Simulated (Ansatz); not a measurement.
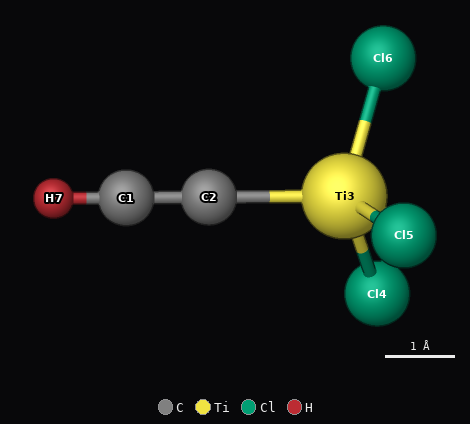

The starting structure (ball-and-stick view, seen on its broad side; atoms are numbered from 1 in the order of the input). Sticks mark near contacts.

Run report: C$_{2}$HCl$_{3}$Ti, molecular dynamics

The run: molecular dynamics of C$_{2}$HCl$_{3}$Ti, SMILES C#[C][Ti]([Cl])([Cl])[Cl]. Method and program: RKS r2SCAN-d4/6-31G* (Ansatz 0.2.0).

The geometry comes from this level: PBE0-D4/def2-TZVP. Figures and captions count atoms from 1; the log counts them from 0 in places.

### Input
```yaml
crystal:
  periodic: [false, false, false]
  atoms:
    - {symbol: C, position_ang: [1.610960, -1.296357, 0.550267]}
    - {symbol: C, position_ang: [0.696421, -0.561821, 0.232914]}
    - {symbol: Ti, position_ang: [-0.801239, 0.640740, -0.287874]}
    - {symbol: Cl, position_ang: [-2.419938, -0.612500, -0.989690]}
    - {symbol: Cl, position_ang: [-0.068237, 1.942015, -1.854002]}
    - {symbol: Cl, position_ang: [-1.371065, 1.761352, 1.473634]}
    - {symbol: H, position_ang: [2.414397, -1.941528, 0.829052]}
basis:
  gaussian: {orbitals: "6-31G*"}
hamiltonian: {xc: {name: r2SCAN}, dispersion: d4}
md: {timestep: 1 fs, n_steps: 20, ensemble: nvt_langevin, temperature: 300, initial_velocities: maxwell_boltzmann, friction: 0.01, seed: 732}
```

Machine: 4 threads of Arm Neoverse V1, 23 GiB of memory available, shared host.

Launched with:
```bash
ansatz run in.yaml --threads 4 --pin off --events-out ev --progress --plain --max-ram 10444MiB
```

### Output
```
Functional definition: r2SCAN
  name "r2SCAN"
  cite "Furness, Kaplan, Ning, Perdew & Sun, J. Phys. Chem. Lett. 11, 8208 (2020) doi:10.1021/acs.jpclett.0c02405"
  cite "Furness, Kaplan, Ning, Perdew & Sun, J. Phys. Chem. Lett. 11, 9248 (2020) doi:10.1021/acs.jpclett.0c03077"
  parent r2scan
  parameter k0 = 0.174
  parameter k1 = 0.065
  parameter a1 = 4.9479
  exchange = r2scan_x(k0 = k0, k1 = k1, a1 = a1)
  correlation = r2scan_c
1449 factors; their error is unknown
mean field evaluation 1: about -62763.4123 eV, gradient 4.9e1 eV
mean field evaluation 2: about -62441.2335 eV, gradient 3.8e2 eV
mean field evaluation 4: about -62768.1910 eV, gradient 2.8e1 eV
mean field evaluation 8: about -62770.0054 eV, gradient 1.3e-1 eV
mean field evaluation 16: about -62769.9510 eV, gradient 2.1e-3 eV
mean field -62769.95096059 eV, -2306.7531508009 hartree, gradient 2.7e-5 eV, S^2 0.000000; 0 other end points of the search recorded, 0 dependent functions left out
the calculation of the forces begins
reference -62769.95098621 eV, -2306.7531517423 hartree; 43, 43 occupied and 82, 82 virtual orbitals, 1449 factors
md step     0: t =     0.00 fs  T =   257.1 K  F+E_penalty+E_count = -62770.01762464 eV  E_kin = 0.232668 eV  (31 SCF iters)
these checks for a lower state are left out or cut short: starts, cluster_reference, orbital_swaps, neighbouring_geometries, increment
1449 factors; their error is unknown
mean field -62769.94953050 eV, -2306.7530982459 hartree, gradient 1.6e-5 eV, S^2 0.000000; 0 other end points of the search recorded, 0 dependent functions left out
[... from here on the field's lines of each further geometry are left out, up to the last ...]
md step     1: t =     1.00 fs  T =   249.7 K  F+E_penalty+E_count = -62770.01617386 eV  E_kin = 0.225905 eV  (35 SCF iters, 3 dispersion substeps)
md step     2: t =     2.00 fs  T =   248.7 K  F+E_penalty+E_count = -62770.00814730 eV  E_kin = 0.225060 eV  (35 SCF iters, 3 dispersion substeps)
md step     3: t =     3.00 fs  T =   259.6 K  F+E_penalty+E_count = -62770.00311950 eV  E_kin = 0.234919 eV  (35 SCF iters, 3 dispersion substeps)
md step     4: t =     4.00 fs  T =   245.5 K  F+E_penalty+E_count = -62769.99969845 eV  E_kin = 0.222129 eV  (35 SCF iters, 3 dispersion substeps)
md step     5: t =     5.00 fs  T =   217.9 K  F+E_penalty+E_count = -62769.99328309 eV  E_kin = 0.197138 eV  (36 SCF iters, 3 dispersion substeps)
md step     6: t =     6.00 fs  T =   214.7 K  F+E_penalty+E_count = -62769.98087804 eV  E_kin = 0.194262 eV  (36 SCF iters, 3 dispersion substeps)
md step     7: t =     7.00 fs  T =   187.7 K  F+E_penalty+E_count = -62769.96132449 eV  E_kin = 0.169838 eV  (36 SCF iters, 3 dispersion substeps)
md step     8: t =     8.00 fs  T =   160.9 K  F+E_penalty+E_count = -62769.94758521 eV  E_kin = 0.145563 eV  (36 SCF iters, 3 dispersion substeps)
md step     9: t =     9.00 fs  T =   176.5 K  F+E_penalty+E_count = -62769.95496084 eV  E_kin = 0.159703 eV  (36 SCF iters, 3 dispersion substeps)
md step    10: t =    10.00 fs  T =   194.1 K  F+E_penalty+E_count = -62769.96851989 eV  E_kin = 0.175626 eV  (36 SCF iters, 3 dispersion substeps)
md step    11: t =    11.00 fs  T =   193.4 K  F+E_penalty+E_count = -62769.96599319 eV  E_kin = 0.175024 eV  (36 SCF iters, 3 dispersion substeps)
md step    12: t =    12.00 fs  T =   186.1 K  F+E_penalty+E_count = -62769.94276043 eV  E_kin = 0.168414 eV  (36 SCF iters, 3 dispersion substeps)
md step    13: t =    13.00 fs  T =   167.2 K  F+E_penalty+E_count = -62769.92406295 eV  E_kin = 0.151305 eV  (36 SCF iters, 3 dispersion substeps)
md step    14: t =    14.00 fs  T =   181.4 K  F+E_penalty+E_count = -62769.92735966 eV  E_kin = 0.164163 eV  (36 SCF iters, 3 dispersion substeps)
md step    15: t =    15.00 fs  T =   184.6 K  F+E_penalty+E_count = -62769.94021279 eV  E_kin = 0.167065 eV  (36 SCF iters, 3 dispersion substeps)
md step    16: t =    16.00 fs  T =   184.8 K  F+E_penalty+E_count = -62769.93880906 eV  E_kin = 0.167240 eV  (36 SCF iters, 3 dispersion substeps)
md step    17: t =    17.00 fs  T =   201.9 K  F+E_penalty+E_count = -62769.92447167 eV  E_kin = 0.182679 eV  (33 SCF iters, 3 dispersion substeps)
md step    18: t =    18.00 fs  T =   203.7 K  F+E_penalty+E_count = -62769.93594283 eV  E_kin = 0.184308 eV  (36 SCF iters, 3 dispersion substeps)
md step    19: t =    19.00 fs  T =   238.4 K  F+E_penalty+E_count = -62769.96579830 eV  E_kin = 0.215713 eV  (36 SCF iters, 3 dispersion substeps)
the calculation of the forces begins
reference -62769.90380128 eV, -2306.7514177280 hartree; 43, 43 occupied and 82, 82 virtual orbitals, 1449 factors
1449 factors; their error is unknown
mean field evaluation 192: about -62769.9569 eV, gradient 2.5e-1 eV
mean field -62769.90377564 eV, -2306.7514167860 hartree, gradient 1.7e-5 eV, S^2 0.000000; 1 other end points of the search recorded, 0 dependent functions left out
the calculation of the forces begins
reference -62769.90380128 eV, -2306.7514177280 hartree; 43, 43 occupied and 82, 82 virtual orbitals, 1449 factors
md step    20: t =    20.00 fs  T =   227.6 K  F+E_penalty+E_count = -62769.97033424 eV  E_kin = 0.205924 eV  (34 SCF iters, 3 dispersion substeps)
```

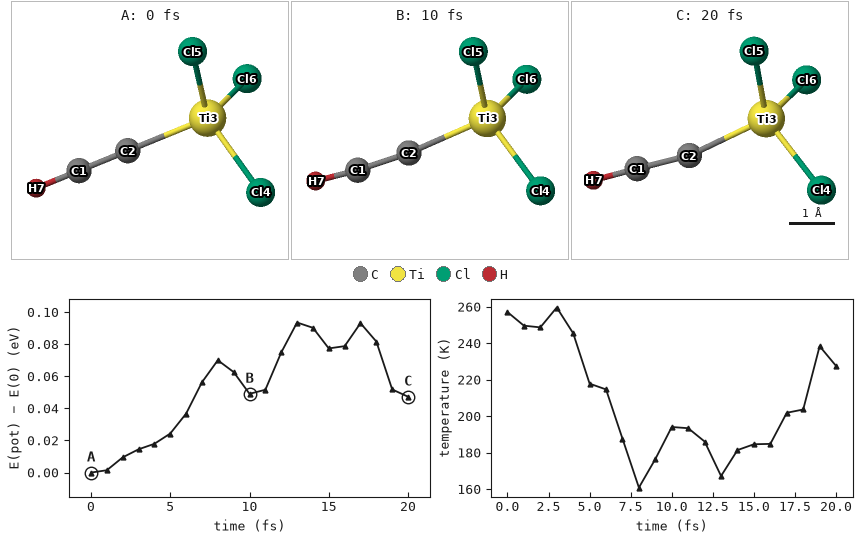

Frames of the molecular dynamics (ball-and-stick, seen at a tilt) above the curves, on which the letters mark them. The trajectory kept here has 21 frames over 20 fs. The temperature starts at 257 K, ranges from 161 to 260 K and averages 197 K over the second half. The potential energy ends 0.047 eV above its first value. After an unweighted best fit of the last frame on the first, the root-mean-square displacement is 0.09 Å, and C2 has moved furthest (0.15 Å).

```
Total energy: -62769.97035987 eV, -2306.7538637112 hartree
Atom 0 at     1.618073    -1.334861     0.585793 Å, force    -0.723663     0.395289     0.089237 eV/Å
Atom 1 at     0.602574    -0.693005     0.264905 Å, force     1.071350    -0.396800     0.073550 eV/Å
Atom 2 at    -0.770774     0.624658    -0.308717 Å, force     0.352716     0.095499     0.616616 eV/Å
Atom 3 at    -2.441922    -0.501874    -0.998822 Å, force    -0.615474    -0.426901    -0.300097 eV/Å
Atom 4 at    -0.050837     1.967177    -1.844581 Å, force     0.189291     0.141930    -0.229998 eV/Å
Atom 5 at    -1.342117     1.729368     1.477941 Å, force     0.014314     0.036437     0.022794 eV/Å
Atom 6 at     2.464666    -1.886303     0.973988 Å, force    -0.288533     0.154545    -0.272102 eV/Å
Dipole moment:     0.377475    -0.292330     0.107641 e Å
```

### Trajectory as extended XYZ (Å, eV, eV/Å), 21 frames, from step=0 to step=20
```
7
Properties=species:S:1:pos:R:3:forces:R:3 step=0 time_fs=0.0 energy=-62770.01763 temperature=257.1
C     1.6110   -1.2964    0.5503    0.9991  -0.8021   0.3468
C     0.6964   -0.5618    0.2329   -1.2136   0.9745  -0.4214
Ti   -0.8012    0.6407   -0.2879    0.2794  -0.2239   0.0971
Cl   -2.4199   -0.6125   -0.9897   -0.1711  -0.1219  -0.0736
Cl   -0.0682    1.9420   -1.8540    0.0677   0.1374  -0.1615
Cl   -1.3711    1.7614    1.4736   -0.0645   0.1189   0.1768
H     2.4144   -1.9415    0.8291    0.1031  -0.0829   0.0359
7
Properties=species:S:1:pos:R:3:forces:R:3 step=1 time_fs=1.0 energy=-62770.01617 temperature=249.7
C     1.6118   -1.3003    0.5496    1.3005  -0.9786   0.5156
C     0.6904   -0.5678    0.2361   -1.0006   0.7904  -0.3798
Ti   -0.8018    0.6398   -0.2897    0.3354  -0.1832   0.1498
Cl   -2.4199   -0.6062   -0.9906   -0.2341  -0.1688  -0.1025
Cl   -0.0673    1.9431   -1.8535    0.0726   0.1384  -0.1663
Cl   -1.3698    1.7586    1.4747   -0.0637   0.1147   0.1663
H     2.4362   -1.9364    0.8542   -0.4102   0.2871  -0.1831
7
Properties=species:S:1:pos:R:3:forces:R:3 step=2 time_fs=2.0 energy=-62770.00815 temperature=248.7
C     1.6130   -1.3046    0.5494    1.2937  -0.9090   0.5863
C     0.6838   -0.5732    0.2384   -0.6463   0.5024  -0.2890
Ti   -0.8023    0.6389   -0.2919    0.3879  -0.1220   0.1997
Cl   -2.4197   -0.5994   -0.9913   -0.3048  -0.2216  -0.1348
Cl   -0.0663    1.9444   -1.8536    0.0762   0.1369  -0.1684
Cl   -1.3682    1.7560    1.4755   -0.0622   0.1092   0.1545
H     2.4525   -1.9306    0.8771   -0.7444   0.5041  -0.3483
7
Properties=species:S:1:pos:R:3:forces:R:3 step=3 time_fs=3.0 energy=-62770.00312 temperature=259.6
C     1.6148   -1.3091    0.5495    0.8816  -0.5390   0.5162
C     0.6757   -0.5783    0.2399   -0.1275   0.0967  -0.1444
Ti   -0.8028    0.6383   -0.2940    0.4297  -0.0484   0.2435
Cl   -2.4193   -0.5922   -0.9921   -0.3806  -0.2774  -0.1689
Cl   -0.0657    1.9457   -1.8541    0.0805   0.1359  -0.1709
Cl   -1.3667    1.7538    1.4763   -0.0609   0.1050   0.1449
H     2.4609   -1.9206    0.8969   -0.8228   0.5271  -0.4204
7
Properties=species:S:1:pos:R:3:forces:R:3 step=4 time_fs=4.0 energy=-62769.99970 temperature=245.5
C     1.6170   -1.3139    0.5498    0.1703   0.0396   0.3340
C     0.6669   -0.5832    0.2411    0.4822  -0.3689   0.0278
Ti   -0.8034    0.6382   -0.2957    0.4609   0.0210   0.2752
Cl   -2.4192   -0.5850   -0.9927   -0.4517  -0.3283  -0.2003
Cl   -0.0653    1.9471   -1.8546    0.0854   0.1359  -0.1736
Cl   -1.3649    1.7520    1.4772   -0.0609   0.1040   0.1409
H     2.4627   -1.9065    0.9151   -0.6862   0.3967  -0.4042
7
Properties=species:S:1:pos:R:3:forces:R:3 step=5 time_fs=5.0 energy=-62769.99328 temperature=217.9
C     1.6193   -1.3186    0.5503   -0.6623   0.6764   0.0828
C     0.6594   -0.5878    0.2419    1.0366  -0.7828   0.1827
Ti   -0.8034    0.6384   -0.2969    0.4822   0.0743   0.3024
Cl   -2.4193   -0.5778   -0.9935   -0.5108  -0.3700  -0.2261
Cl   -0.0647    1.9483   -1.8545    0.0922   0.1396  -0.1798
Cl   -1.3628    1.7505    1.4783   -0.0610   0.1042   0.1394
H     2.4587   -1.8910    0.9294   -0.3769   0.1583  -0.3014
7
Properties=species:S:1:pos:R:3:forces:R:3 step=6 time_fs=6.0 energy=-62769.98088 temperature=214.7
C     1.6214   -1.3227    0.5511   -1.4975   1.2852  -0.2058
C     0.6536   -0.5928    0.2426    1.4337  -1.0709   0.2877
Ti   -0.8025    0.6389   -0.2979    0.4992   0.1020   0.3343
Cl   -2.4194   -0.5704   -0.9945   -0.5587  -0.4033  -0.2475
Cl   -0.0641    1.9496   -1.8538    0.1029   0.1498  -0.1933
Cl   -1.3609    1.7491    1.4791   -0.0604   0.1054   0.1396
H     2.4513   -1.8735    0.9401    0.0807  -0.1682  -0.1151
7
Properties=species:S:1:pos:R:3:forces:R:3 step=7 time_fs=7.0 energy=-62769.96132 temperature=187.7
C     1.6226   -1.3258    0.5519   -2.2265   1.7873  -0.4844
C     0.6490   -0.5983    0.2437    1.6441  -1.2132   0.3301
Ti   -0.8012    0.6394   -0.2992    0.5157   0.1171   0.3744
Cl   -2.4194   -0.5633   -0.9953   -0.5989  -0.4312  -0.2662
Cl   -0.0636    1.9509   -1.8535    0.1146   0.1608  -0.2081
Cl   -1.3593    1.7479    1.4796   -0.0573   0.1037   0.1347
H     2.4419   -1.8552    0.9496    0.6084  -0.5245   0.1194
7
Properties=species:S:1:pos:R:3:forces:R:3 step=8 time_fs=8.0 energy=-62769.94759 temperature=160.9
C     1.6223   -1.3274    0.5522   -2.4931   1.9499  -0.5900
C     0.6458   -0.6043    0.2450    1.6146  -1.1745   0.2955
Ti   -0.7995    0.6393   -0.3002    0.5377   0.1332   0.4177
Cl   -2.4192   -0.5566   -0.9964   -0.6358  -0.4570  -0.2832
Cl   -0.0633    1.9523   -1.8530    0.1242   0.1676  -0.2180
Cl   -1.3579    1.7468    1.4803   -0.0521   0.0968   0.1230
H     2.4358   -1.8410    0.9607    0.9045  -0.7161   0.2550
7
Properties=species:S:1:pos:R:3:forces:R:3 step=9 time_fs=9.0 energy=-62769.95496 temperature=176.5
C     1.6203   -1.3274    0.5522   -2.0125   1.6043  -0.3738
C     0.6440   -0.6110    0.2466    1.3129  -0.9325   0.1762
Ti   -0.7978    0.6385   -0.3008    0.5758   0.1511   0.4540
Cl   -2.4191   -0.5503   -0.9978   -0.6705  -0.4814  -0.2990
Cl   -0.0625    1.9540   -1.8521    0.1280   0.1645  -0.2166
Cl   -1.3567    1.7455    1.4811   -0.0465   0.0878   0.1098
H     2.4368   -1.8355    0.9758    0.7128  -0.5938   0.1495
7
Properties=species:S:1:pos:R:3:forces:R:3 step=10 time_fs=10.0 energy=-62769.96852 temperature=194.1
C     1.6166   -1.3268    0.5519   -0.9600   0.8752   0.0920
C     0.6435   -0.6190    0.2488    0.7253  -0.4808  -0.0336
Ti   -0.7958    0.6372   -0.3017    0.6241   0.1608   0.4929
Cl   -2.4193   -0.5445   -0.9992   -0.6958  -0.4987  -0.3114
Cl   -0.0612    1.9564   -1.8511    0.1273   0.1530  -0.2070
Cl   -1.3555    1.7444    1.4815   -0.0388   0.0739   0.0895
H     2.4419   -1.8371    0.9927    0.2178  -0.2834  -0.1224
7
Properties=species:S:1:pos:R:3:forces:R:3 step=11 time_fs=11.0 energy=-62769.96599 temperature=193.4
C     1.6117   -1.3254    0.5519    0.3993  -0.0578   0.6777
C     0.6441   -0.6275    0.2518   -0.1024   0.1398  -0.3180
Ti   -0.7938    0.6359   -0.3028    0.6774   0.1595   0.5422
Cl   -2.4200   -0.5393   -1.0004   -0.7128  -0.5101  -0.3209
Cl   -0.0597    1.9592   -1.8501    0.1251   0.1386  -0.1953
Cl   -1.3547    1.7435    1.4819   -0.0286   0.0553   0.0612
H     2.4497   -1.8416    1.0085   -0.3580   0.0747  -0.4469
7
Properties=species:S:1:pos:R:3:forces:R:3 step=12 time_fs=12.0 energy=-62769.94276 temperature=186.1
C     1.6070   -1.3237    0.5523    1.6532  -0.9250   1.2015
C     0.6444   -0.6360    0.2554   -0.9627   0.7768  -0.6113
Ti   -0.7917    0.6342   -0.3040    0.7229   0.1609   0.5926
Cl   -2.4212   -0.5342   -1.0011   -0.7269  -0.5201  -0.3298
Cl   -0.0583    1.9619   -1.8491    0.1230   0.1234  -0.1832
Cl   -1.3543    1.7423    1.4822   -0.0175   0.0362   0.0313
H     2.4553   -1.8461    1.0212   -0.7921   0.3478  -0.7011
7
Properties=species:S:1:pos:R:3:forces:R:3 step=13 time_fs=13.0 energy=-62769.92406 temperature=167.2
C     1.6041   -1.3226    0.5542    2.3545  -1.4285   1.4648
C     0.6434   -0.6449    0.2585   -1.6000   1.2478  -0.8300
Ti   -0.7896    0.6327   -0.3053    0.7514   0.1510   0.6424
Cl   -2.4229   -0.5292   -1.0015   -0.7368  -0.5261  -0.3369
Cl   -0.0572    1.9639   -1.8481    0.1258   0.1167  -0.1807
Cl   -1.3536    1.7407    1.4823   -0.0077   0.0214   0.0072
H     2.4535   -1.8477    1.0271   -0.8872   0.4176  -0.7666
7
Properties=species:S:1:pos:R:3:forces:R:3 step=14 time_fs=14.0 energy=-62769.92736 temperature=181.4
C     1.6036   -1.3227    0.5576    2.3158  -1.4440   1.3922
C     0.6409   -0.6536    0.2616   -1.8679   1.4528  -0.9285
Ti   -0.7876    0.6314   -0.3064    0.7634   0.1324   0.6924
Cl   -2.4248   -0.5242   -1.0016   -0.7447  -0.5299  -0.3429
Cl   -0.0560    1.9648   -1.8468    0.1341   0.1201  -0.1890
Cl   -1.3524    1.7391    1.4826   -0.0001   0.0113  -0.0112
H     2.4432   -1.8465    1.0242   -0.6007   0.2572  -0.6130
7
Properties=species:S:1:pos:R:3:forces:R:3 step=15 time_fs=15.0 energy=-62769.94021 temperature=184.6
C     1.6053   -1.3240    0.5618    1.5332  -0.9657   0.9916
C     0.6368   -0.6616    0.2642   -1.7321   1.3752  -0.8942
Ti   -0.7855    0.6303   -0.3072    0.7542   0.1195   0.7224
Cl   -2.4267   -0.5194   -1.0014   -0.7499  -0.5312  -0.3471
Cl   -0.0549    1.9653   -1.8459    0.1435   0.1249  -0.1981
Cl   -1.3509    1.7376    1.4824    0.0046   0.0080  -0.0185
H     2.4270   -1.8426    1.0135    0.0464  -0.1309  -0.2560
7
Properties=species:S:1:pos:R:3:forces:R:3 step=16 time_fs=16.0 energy=-62769.93881 temperature=184.8
C     1.6089   -1.3265    0.5666    0.1622  -0.0887   0.3510
C     0.6310   -0.6687    0.2661   -1.2059   1.0329  -0.7274
Ti   -0.7830    0.6297   -0.3077    0.7102   0.1014   0.7311
Cl   -2.4289   -0.5154   -1.0008   -0.7384  -0.5200  -0.3441
Cl   -0.0540    1.9656   -1.8455    0.1540   0.1316  -0.2084
Cl   -1.3493    1.7363    1.4820    0.0075   0.0100  -0.0182
H     2.4130   -1.8372    0.9970    0.9103  -0.6671   0.2160
7
Properties=species:S:1:pos:R:3:forces:R:3 step=17 time_fs=17.0 energy=-62769.92447 temperature=201.9
C     1.6132   -1.3298    0.5718   -1.2324   0.8069  -0.2458
C     0.6240   -0.6746    0.2672   -0.4397   0.5327  -0.4751
Ti   -0.7802    0.6289   -0.3081    0.6310   0.0926   0.7216
Cl   -2.4318   -0.5118   -1.0002   -0.7131  -0.4998  -0.3353
Cl   -0.0530    1.9659   -1.8452    0.1649   0.1381  -0.2183
Cl   -1.3474    1.7348    1.4816    0.0102   0.0137  -0.0148
H     2.4081   -1.8357    0.9818    1.5792  -1.0842   0.5677
7
Properties=species:S:1:pos:R:3:forces:R:3 step=18 time_fs=18.0 energy=-62769.93594 temperature=203.7
C     1.6160   -1.3324    0.5771   -1.7624   1.1362  -0.4186
C     0.6165   -0.6799    0.2671    0.2605   0.0836  -0.2339
Ti   -0.7771    0.6277   -0.3086    0.5393   0.1035   0.6963
Cl   -2.4349   -0.5081   -0.9995   -0.6894  -0.4816  -0.3275
Cl   -0.0522    1.9664   -1.8450    0.1745   0.1418  -0.2254
Cl   -1.3456    1.7331    1.4805    0.0121   0.0200  -0.0055
H     2.4169   -1.8452    0.9741    1.4653  -1.0035   0.5146
7
Properties=species:S:1:pos:R:3:forces:R:3 step=19 time_fs=19.0 energy=-62769.96580 temperature=238.4
C     1.6174   -1.3339    0.5817   -1.3789   0.8591  -0.2021
C     0.6092   -0.6861    0.2661    0.7439  -0.2104  -0.0561
Ti   -0.7740    0.6262   -0.3088    0.4494   0.1073   0.6603
Cl   -2.4382   -0.5048   -0.9990   -0.6596  -0.4591  -0.3168
Cl   -0.0516    1.9668   -1.8449    0.1823   0.1426  -0.2287
Cl   -1.3438    1.7312    1.4792    0.0131   0.0281   0.0079
H     2.4381   -1.8648    0.9731    0.6498  -0.4676   0.1354
7
Properties=species:S:1:pos:R:3:forces:R:3 step=20 time_fs=20.0 energy=-62769.97033 temperature=227.6
C     1.6181   -1.3349    0.5858   -0.7237   0.3953   0.0892
C     0.6026   -0.6930    0.2649    1.0714  -0.3968   0.0736
Ti   -0.7708    0.6247   -0.3087    0.3527   0.0955   0.6166
Cl   -2.4419   -0.5019   -0.9988   -0.6155  -0.4269  -0.3001
Cl   -0.0508    1.9672   -1.8446    0.1893   0.1419  -0.2300
Cl   -1.3421    1.7294    1.4779    0.0143   0.0364   0.0228
H     2.4647   -1.8863    0.9740   -0.2885   0.1545  -0.2721
```

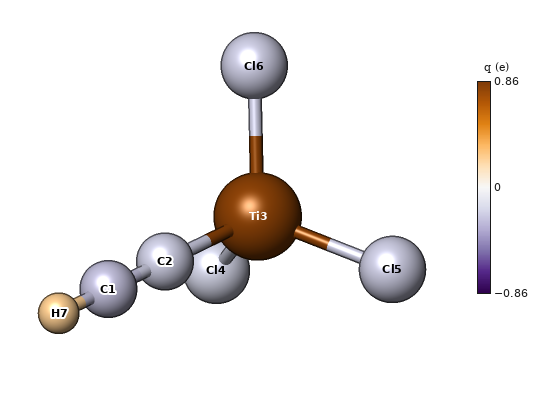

Mulliken charges, as the colour of each atom (ball-and-stick view, seen at a tilt; atoms are numbered from 1 in the order of the input). By element: C −0.26 to −0.21, Ti +0.82, Cl −0.21 to −0.18 and H +0.25 e.

### Summary

- outcome: finished
- mean temperature over the second half: 197 K
- trajectory: 20 steps, 20 fs
- ensemble: nvt_langevin
- temperature in the input: 300 K
- time step: 1 fs
- potential energy (last step): −62769.9704 eV
- mean-field energy (last step): −62769.9038 eV
- dispersion energy (last step): −0.0666 eV
- SCF solution under orbital rotations (last step): stable
- largest force (length of the vector) (last step): 1.145 eV/Å
- dipole moment (last step): 2.35 D
- wall time: 1.7 min (CPU time 6.7 min)
- peak memory: 0.26 GiB

### Remarks

So short a trajectory is not equilibrated. The logged temperature at the start can lie below the typed one, since it is counted over all degrees of freedom. The temperature stays far from the 300 K of the thermostat over the second half: the run isn't equilibrated.
